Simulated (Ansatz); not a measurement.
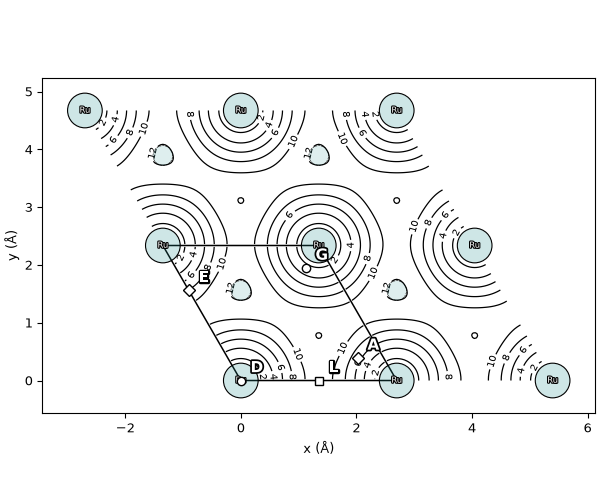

N₂ on a Ru(001) slab cut from the P6_3/mmc phase, its upper half relaxed before the scan (16 atoms of substrate and one adsorbate in a 2 × 2 cell). N2 is moved over the surface cell at a fixed height above a rigid substrate; the origin of the map has the adsorbate above Ru13; the height is held at 3.60 Å. Places are given modulo a cell vector. The map is drawn in real space over the plane of the surface. The scan uses a 6 × 6 grid; 10 points were computed and 26 follow by symmetry. Places are given in fractions of the 1 × 1 surface cell. Energies: meV, counted from the lowest grid point. At a fixed height the lowest place need not be the adsorption site. Theory: DFT PBE+D3(BJ), scalar-relativistic, plane waves, PAW (Ansatz 0.2.0). Settings: cutoff 420 eV, k-mesh 6×6×1, gaussian smearing 0.1 eV, no spin polarisation.

Drawn: contour lines labelled in meV, labelled circles for the atoms of the top layer and small ones for the second layer, the outline of one cell of the 2 × 2 shown, lettered points. Between grid points the surface is interpolated.

What kind of point is each of A, D, E, L: minimum, saddle, maximum or slope?

A: on a slope; D: minimum; E: on a slope; L: saddle point. (In these two coordinates alone; a stationary point may lie a little off the grid point.)

Rank the lettered points by energy, lowest first.

D (0.0 meV), G (2.7 meV), A (6.7 meV), E (8.1 meV), L (10.8 meV).
